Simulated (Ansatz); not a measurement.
Pressure series in ZrO2

The parent structure is ZrO₂ in the fluorite structure (space group Fm-3m, No. 225; a = 5.1159 Å).

Cell and atoms are relaxed at each pressure.

Levels (all Ansatz, an electronic-structure program, PAW): PBE (420 eV, no SOC); r2SCAN (500 eV, without spin-orbit coupling).

The base cell above is that of PBE; each level relaxes its own structures.

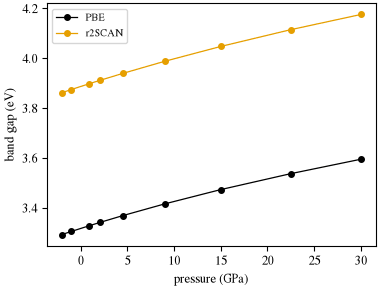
Band gap under two levels

**Question.** How do the two levels compare along the series?

**Answer.** PBE lies below r2SCAN in every row, by 0.57 eV to 0.58 eV. They put the cases in the same order.

Load acts through the strain it causes; cell and atoms are relaxed under it. No phonon test of stability was made. No other phases were tried under pressure. This is not the structure that ZrO2 has at room temperature and ambient pressure.
